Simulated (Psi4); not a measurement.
# SO2 (SMILES O=S=O): MN15/4ZaPa-NR (density fitting, sweep point 3)

What is the vertical ionisation energy of SO2 at MN15/4ZaPa-NR (density fitting, sweep point 3)? 

Program for the calculation: Psi4 1.11.

## Step 1: The system as given

SO2 has 3 atoms, charge 0, and is taken as a singlet. As SMILES, `O=S=O`. The coordinates come from a PBE0-D4/def2-TZVP relaxation.

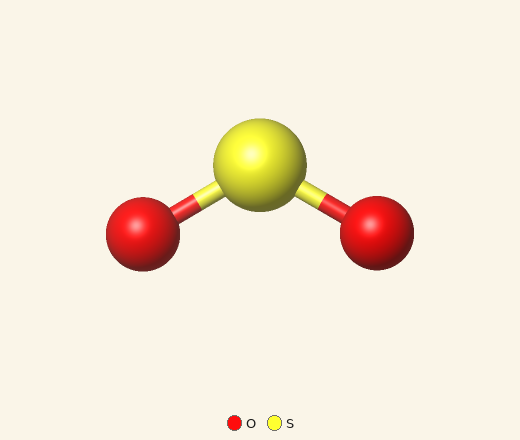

Viewed from a chosen angle; oxygen red, sulfur yellow.

## Step 2: A single-point energy at MN15/4ZaPa-NR (density fitting, sweep point 3)

The input, input.dat:

```
memory 1.6 GB

molecule system {
  0 1
  O     -0.974420     0.645900    -0.459510
  S      0.269520     0.357380     0.186790
  O      0.704900    -1.003280     0.272720
  symmetry c1
}

set {
  basis                4ZaPa-NR
  reference            rks
  puream               true
  scf_type             df
  dft_radial_points    99
  dft_spherical_points 590
}

e, wfn = energy("mn15", return_wfn=True)
```

Command:

```sh
psi4 -n 1 input.dat output.dat
```

output.dat, cut to the lines that bear on the results:

```text
[...]
  Running in c1 symmetry.
[...]
  Nuclear repulsion =  108.393821834018610
[...]
  Multiplicity = 1
[...]
  Nalpha       = 16
  Nbeta        = 16
[...]
    Number of basis functions: 222
[...]
   @DF-RKS iter   1:  -548.25176977903641    9.70316e-02   3.76313e-03 ADIIS/DIIS
[...]
   @DF-RKS iter   7:  -548.48299874609222   -4.19438e-07   6.05341e-07 DIIS
[...]
    Orbital Energies [Eh]
    ---------------------
    Doubly Occupied:
       1A    -88.001202     2A    -18.888368     3A    -18.888287
       4A     -7.880720     5A     -6.075092     6A     -6.073206
       7A     -6.065382     8A     -1.193491     9A     -1.101292
      10A     -0.677047    11A     -0.553194    12A     -0.551528
      13A     -0.547177    14A     -0.426243    15A     -0.418157
      16A     -0.386475
[...]
  @DF-RKS Final Energy:  -548.48299874609222
   => Energetics <=
    Nuclear Repulsion Energy =            108.3938218340186097
    One-Electron Energy =                -971.1787238154959141
    Two-Electron Energy =                 338.7089660135573013
    DFT Exchange-Correlation Energy =     -24.4070627781722074
    Empirical Dispersion Energy =           0.0000000000000000
    VV10 Nonlocal Energy =                  0.0000000000000000
    Total Energy =                       -548.4829987460922212
[...]
 Multipole Moments:
 ------------------------------------------------------------------------------------
     Multipole            Electronic (a.u.)      Nuclear  (a.u.)        Total (a.u.)
 ------------------------------------------------------------------------------------
 L = 1.  Multiply by 2.5417464519 to convert [e a0] to [Debye]
 Dipole X            :          0.4465074            0.0041056            0.4506130
 Dipole Y            :          0.4916938            0.0045215            0.4962152
 Dipole Z            :          0.0000000            0.0000000            0.0000000
 Magnitude           :                                                    0.6702847
[...]
```

It took 60 s on 1 thread of Intel Xeon at 2.70GHz, shared host; peak memory 1.3 GiB.

## Step 3: The doublet cation, same level

The input, input.dat:

```
memory 1600 mb

molecule m {
  1 2
  O     -0.974420     0.645900    -0.459510
  S      0.269520     0.357380     0.186790
  O      0.704900    -1.003280     0.272720
  units angstrom
  symmetry c1
}

set {
  reference            uks
  puream               true
  scf_type             df
  dft_radial_points    99
  dft_spherical_points 590
  maxiter              100
}

e, wfn = energy('mn15/4ZaPa-NR', return_wfn=True)
```

Command:

```sh
psi4 -i input.dat -o output.dat -n 1
```

output.dat, cut to the lines that bear on the results:

```text
[...]
  Running in c1 symmetry.
[...]
  Nuclear repulsion =  108.393821834018610
[...]
  Multiplicity = 2
[...]
  Nalpha       = 16
  Nbeta        = 15
[...]
    Number of basis functions: 222
[...]
   @DF-UKS iter   1:  -547.77792195498807    5.70879e-01   3.47216e-03 ADIIS/DIIS
[...]
   @DF-UKS iter  10:  -548.01840680321288   -1.41217e-07   4.81443e-07 DIIS
[...]
   @S^2 Observed:                7.574803384E-01
[...]
    Orbital Energies [Eh]
    ---------------------
    Alpha Occupied:
       1A    -88.356480     2A    -19.250597     3A    -19.250518
       4A     -8.235656     5A     -6.428756     6A     -6.425846
       7A     -6.423951     8A     -1.536054     9A     -1.445607
      10A     -1.012926    11A     -0.883612    12A     -0.882495
      13A     -0.874733    14A     -0.754508    15A     -0.753146
      16A     -0.732489
    Alpha Virtual:
      17A     -0.424674    18A     -0.235827    19A     -0.212360
      20A     -0.115683    21A     -0.081462    22A     -0.068322
      23A     -0.052789    24A     -0.046137    25A     -0.020293
[...]
  @DF-UKS Final Energy:  -548.01840680321288
   => Energetics <=
    Nuclear Repulsion Energy =            108.3938218340186097
    One-Electron Energy =                -960.3326582217969190
    Two-Electron Energy =                 328.0955878712746312
    DFT Exchange-Correlation Energy =     -24.1751582867091486
    Empirical Dispersion Energy =           0.0000000000000000
    VV10 Nonlocal Energy =                  0.0000000000000000
    Total Energy =                       -548.0184068032128835
[...]
 Multipole Moments:
 ------------------------------------------------------------------------------------
     Multipole            Electronic (a.u.)      Nuclear  (a.u.)        Total (a.u.)
 ------------------------------------------------------------------------------------
 L = 1.  Multiply by 2.5417464519 to convert [e a0] to [Debye]
 Dipole X            :          0.4731450            0.0041056            0.4772506
 Dipole Y            :          0.5210880            0.0045215            0.5256094
 Dipole Z            :          0.0000000            0.0000000            0.0000000
 Magnitude           :                                                    0.7099531
[...]
```

Wall time 2.1 min (1 thread of Intel Xeon at 2.70GHz, shared host); peak memory 1.3 GiB.

## Step 4: What came out

Level: MN15/4ZaPa-NR (density fitting, sweep point 3).

```
                                          quantity          value
                         singlet SO2: total energy  -548.48300 Eh
                        singlet SO2: dipole moment         1.70 D
                          singlet SO2: HOMO energy      -10.52 eV
                          singlet SO2: LUMO energy       -2.81 eV
                        singlet SO2: HOMO–LUMO gap        7.71 eV
                      doublet cation: total energy  -548.01841 Eh
doublet cation: HOMO energy (highest over α and β)      -19.51 eV
 doublet cation: LUMO energy (lowest over α and β)      -14.78 eV
                              doublet cation: ⟨S²⟩          0.757
vertical ionisation energy (to the doublet cation)      12.642 eV
```

What this shows: The vertical ionisation energy comes to 12.64 eV (292 kcal/mol). The negative HOMO energy of the first species, 10.52 eV, lies 2.13 eV below that difference.
